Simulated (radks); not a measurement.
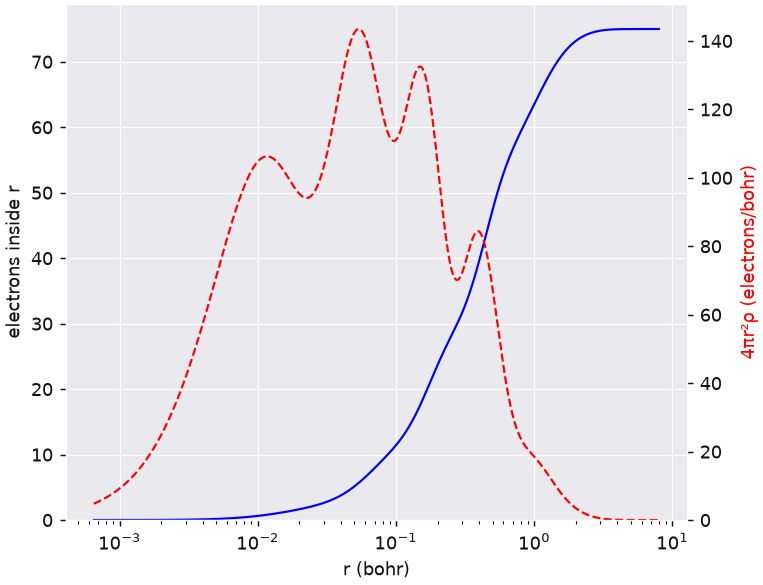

System: the iridium ion Ir²⁺, configuration [Xe] 4f14 5d7. It sits in a hard spherical wall of radius 8 bohr. Computed with the in-house radial solver radks: scalar-relativistic Kohn-Sham, r2SCAN, spin-unpolarised, spherical densities, finite nucleus.

```
Z 77
configuration [Xe] 4f14 5d7 6s0 6p0 5f0
relativity scalar-relativistic
functional r2scan,r2scan
spin unpolarised
nucleus finite rms 5.4032 fm
wall 8 bohr
c 137.035999084
```

The plot shows the number of electrons inside radius r (solid) and the radial density 4πr²ρ (dashed).

### Read the plot.

The count levels off at 75 electrons. Half of them lie within 0.375 bohr, 90 % within 1.25 bohr and 99 % within 2.47 bohr. The radial density has minima at 0.0225, 0.0967 and 0.278 bohr, where the count stands at 1.9, 11.1 and 30.0; these part the shells that the density resolves.
